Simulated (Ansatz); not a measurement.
# H6O7Si2: what the fields show

Input

```
crystal:
  periodic: [false, false, false]
  atoms:
    - {symbol: O, position_ang: [0.801023, 0.658022, -1.603128]}
    - {symbol: Si, position_ang: [1.161562, -0.203082, -0.267327]}
    - {symbol: O, position_ang: [2.774382, -0.345957, -0.178059]}
    - {symbol: O, position_ang: [0.507604, -1.706859, -0.256258]}
    - {symbol: O, position_ang: [0.500796, 0.501108, 1.043156]}
    - {symbol: Si, position_ang: [-1.075776, 0.649416, 1.419879]}
    - {symbol: O, position_ang: [-1.715165, 1.362110, 0.088501]}
    - {symbol: O, position_ang: [-1.346459, 1.613459, 2.695375]}
    - {symbol: O, position_ang: [-1.710091, -0.815666, 1.747058]}
    - {symbol: H, position_ang: [-0.053068, 1.101807, -1.564957]}
    - {symbol: H, position_ang: [3.290752, 0.405162, -0.473555]}
    - {symbol: H, position_ang: [0.778629, -2.313046, -0.946843]}
    - {symbol: H, position_ang: [-2.651016, 1.566612, 0.101293]}
    - {symbol: H, position_ang: [-1.305446, 1.204962, 3.561154]}
    - {symbol: H, position_ang: [-1.308850, -1.536921, 1.250514]}
basis:
  gaussian: {orbitals: "def2-TZVPPD.json"}
hamiltonian: {xc: pbe0, dispersion: d4}
output: {orbitals: {seedname: orbitals}}
```

Command:

```sh
ansatz run in.yaml --threads 11 --pin off --events-out ev --progress --plain --max-ram 110592MiB --backend cuda --devices 0, --max-vram 75GiB
```

Geometry: PBE0-D4/def2-TZVP.

Theory: RKS PBE0-D4/def2-TZVPPD in Ansatz.

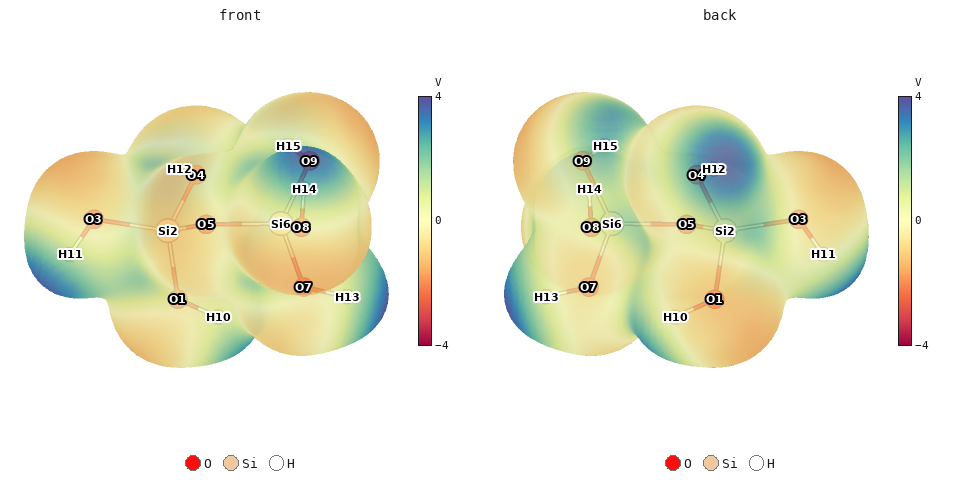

Figure 1. The electrostatic potential painted on the density surface at 0.004 e/bohr³, seen from the front and from behind; red is negative and blue positive.

Q: Which sites attract a positive test charge, and which a negative one?

A: A positive charge is drawn to the negative regions and a negative charge to the positive ones. The most negative region (about −1.4 V) lies over O1, O3, O8 and O9, the most positive (about +3.7 V) over H11, H12, H13 and H14.

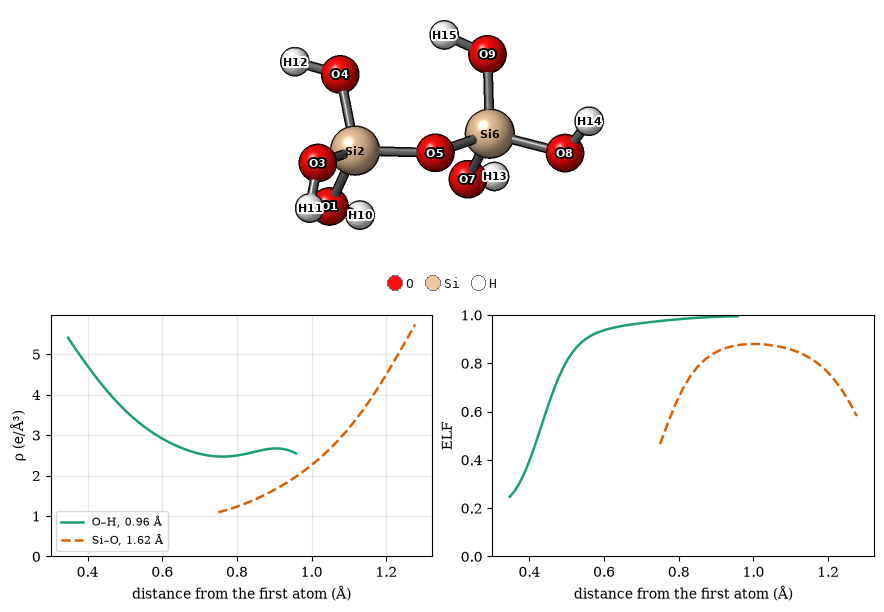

Figure 2. Total electron density and electron localisation function along straight lines between neighbouring atoms. The curves leave out the atomic cores. The structure is drawn too.

Q: What kind of bonding do the profiles show?

A: O–H (0.96 Å): ρ at the midpoint is about 3.8 e/Å³; the ELF climbs to about 1 towards the hydrogen, as it does in any bond to H (an ordinary covalent bond to hydrogen).
Si–O (1.62 Å): the density is about 1.3 e/Å³ at the midpoint; the ELF peaks at about 0.90 between the atoms (a short, strongly polar bond).

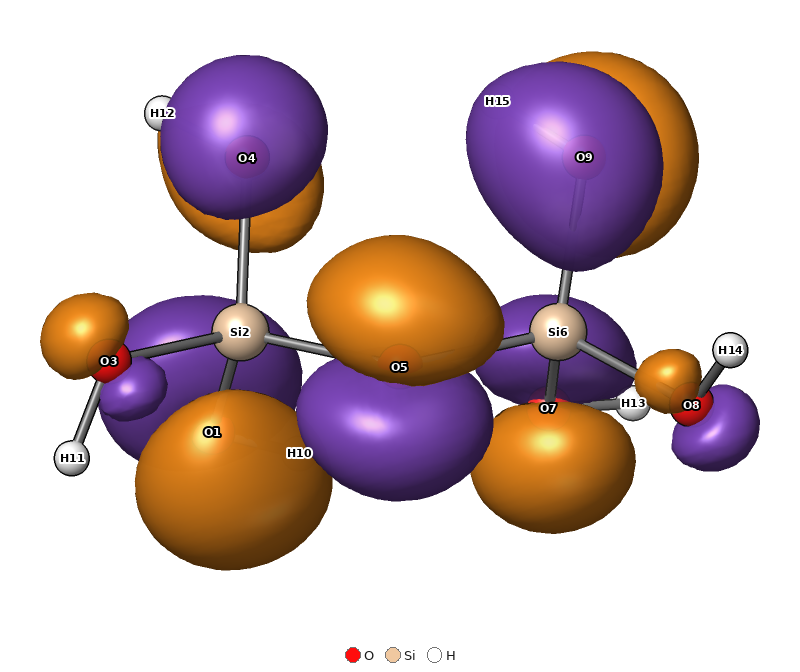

Figure 3. The HOMO at ±0.08 Å⁻³ᐟ² (orange and purple are the two phases), seen at a tilt.

Q: Where does this orbital lie, and at what energy?

A: By Hirshfeld shares it lies mainly on O1 (about 25 %), O9 (about 25 %), O5 (about 20 %), O7 (about 10 %) and O4 (about 10 %); largely a combination of lone pairs on O1, O9, O5, O7 and O4. Its energy is −9.13 eV.
